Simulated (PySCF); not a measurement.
System: C₄H₁₀N₂OSi.

The calculation's input:

```
{"job": {"kind": "uv", "xc": "B3LYP", "basis": "def2-SVPD", "nstates": 8, "ntriplets": 3}, "charge": 0, "multiplicity": 1}
C      3.652903    -0.039915     0.039326
C      2.489587     0.574108    -0.114109
C      1.210258    -0.169043    -0.020739
O      1.147275    -1.370344     0.182975
N      0.080449     0.550576    -0.171954
Si    -1.440895    -0.322196    -0.050611
C     -2.813186     0.939858    -0.375903
N     -1.441402    -1.441337    -1.356521
H      4.596669     0.474997    -0.021840
H      3.674251    -1.099398     0.236504
H      2.424780     1.635620    -0.311978
H      0.156782     1.538122    -0.347965
H     -1.511274    -0.832469     1.322896
H     -2.788417     1.756663     0.337069
H     -2.751777     1.361628    -1.373597
H     -3.779904     0.459452    -0.284077
H     -2.279110    -1.962827    -1.558717
H     -0.635751    -2.047177    -1.407177
```

Launched as:

```sh
OMP_NUM_THREADS=1 python probes_run.py task.json out
```

Geometry: GFN2-xTB.

Computed with B3LYP/def2-SVPD, SCF density, gas phase in PySCF 2.14.0.

**What can the converged electron density and electron localisation function tell about the bonding?**

C–O (1.22 Å): ρ is about 3.3 e/Å³ halfway; the ELF peaks at about 0.85 between the atoms (a short, multiple covalent bond).
C–C (1.32 Å): ρ at the midpoint is about 2.3 e/Å³; the ELF peaks at about 0.95 between the atoms; a short, multiple covalent bond.
C–N (1.35 Å): ρ is about 2.4 e/Å³ halfway; the ELF peaks at about 0.90 between the atoms, as expected for localised, covalent bonding.
C–Si (1.89 Å): ρ at the midpoint is about 0.96 e/Å³; the ELF peaks at about 1 between the atoms (localised, covalent bonding).

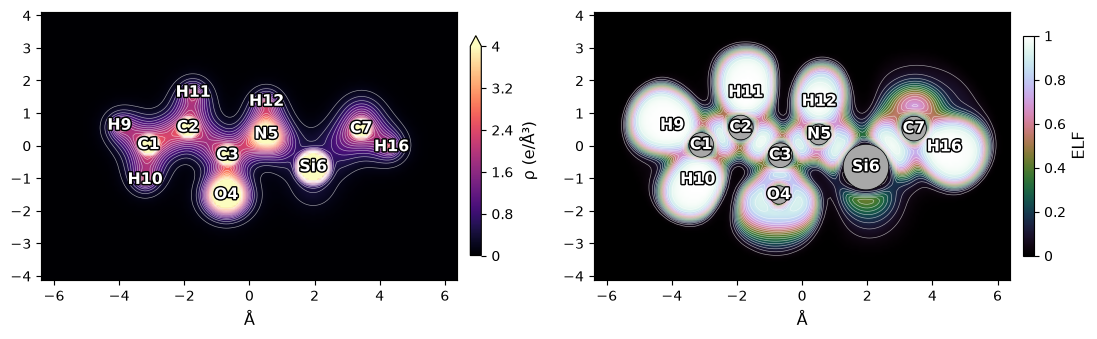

Computed electron density and electron localisation function on the plane of atoms C2, C3 and O4, in this order. Grey discs cover the atomic cores in the ELF map. 
